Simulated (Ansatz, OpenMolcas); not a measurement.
# SiHCl2O (SMILES [O][SiH](Cl)Cl): the energy, rung by rung

The species is SiHCl2O (5 atoms), meant as a doublet with charge 0. As SMILES, `[O][SiH](Cl)Cl`. The shape is that of a PBE0-D4/def2-TZVP optimisation.

```xyz
5

O     0.0921   -0.7190    1.5171
Si    0.0843   -0.0400    0.0149
Cl   -0.5237    1.8946    0.0608
Cl   -1.1121   -1.0561   -1.2698
H     1.5092   -0.1531   -0.3643
```

Each level gives the energy change with the Si2–Cl3 bond stretched from 2.028 to 3.043 Å (eV). The values are calculated.

```tsv
level	kind	program	value (eV)	CPU time (all runs)
UHF/6-311+G**	Hartree–Fock	OpenMolcas	2.88	2.4 min
U-revPBE/6-311+G**	GGA	Ansatz	1.93	45 s
UBLYP/6-311+G**	GGA	Ansatz	1.75	46 s
UPBE/6-311+G**	GGA	Ansatz	2.00	43 s
U-r2SCAN/6-311+G**	meta-GGA	Ansatz	2.47	66 s
UBHLYP/6-311+G**	global hybrid	Ansatz	2.86	34 s
UMP2/6-311+G**	perturbation theory	Ansatz	3.34	37 s
UCCSD/6-311+G**	coupled cluster or CI	Ansatz	2.84	2.4 min
```

The first shape isn't each level's own minimum. The values span 1.75 to 3.34 eV. Spin contamination of the reference (⟨S²⟩ at least 0.1 too high) touches UHF/6-311+G**, UBHLYP/6-311+G**, UMP2/6-311+G**, UCCSD/6-311+G** (up to 0.57 too high). CPU times are rough (shared hosts, several kinds of processor and program).

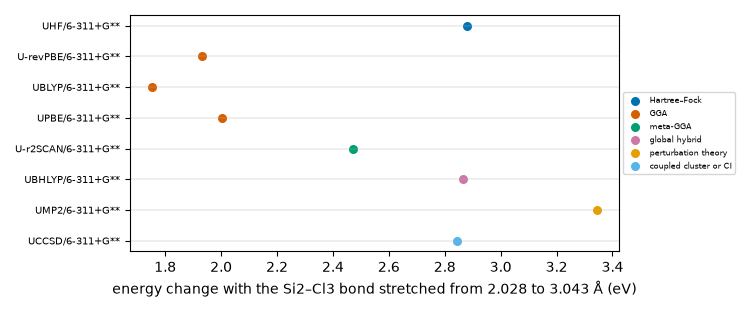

The values of the table, level by level.
